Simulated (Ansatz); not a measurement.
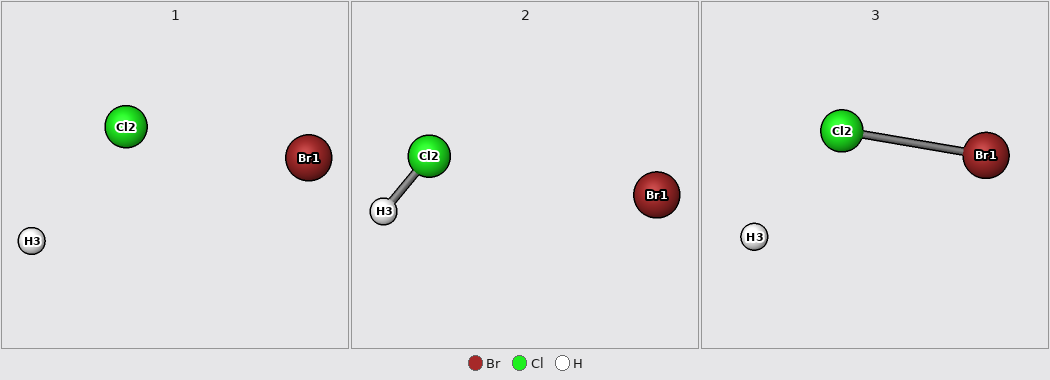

The system Br⁻ + ClH. 
- Coordinates scanned: (1) distance Br1–Cl2; (2) distance Cl2–H3.
- Nothing is relaxed (the angle Br1–Cl2–H3 is fixed at 120 degrees).
- The scan uses a 17 × 17 grid.
- Points are written as (first, second).
- Energies: kJ/mol, counted from Br with charge -1 far from the relaxed ClH (each part in its own basis).
- The reference is spin-restricted, so regions where a bond is pulled apart into radicals lie too high.
- These are results of RKS PBE-D4/def2-TZVPD (Ansatz 0.2.0), not measurements.

The numbered pictures are structures from this grid.

Which is the most stable, and how do the others follow?

Answer. 2, at (3.427 Å, 1.064 Å): 122 kJ/mol; 1, at (2.751 Å, 2.200 Å): 256 kJ/mol; 3, at (2.172 Å, 2.039 Å): 346 kJ/mol.

The map, with the structures marked:

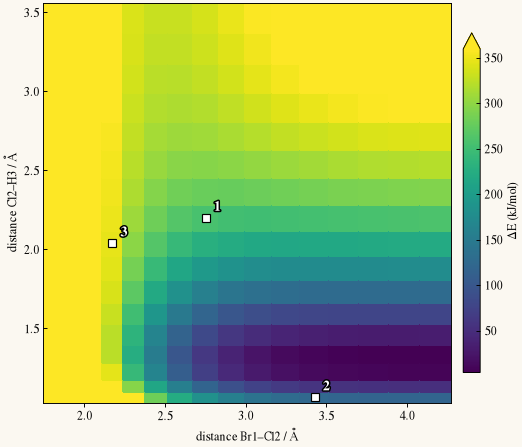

The picture shows one coloured cell a grid point, one colour for all values above the top of the scale.
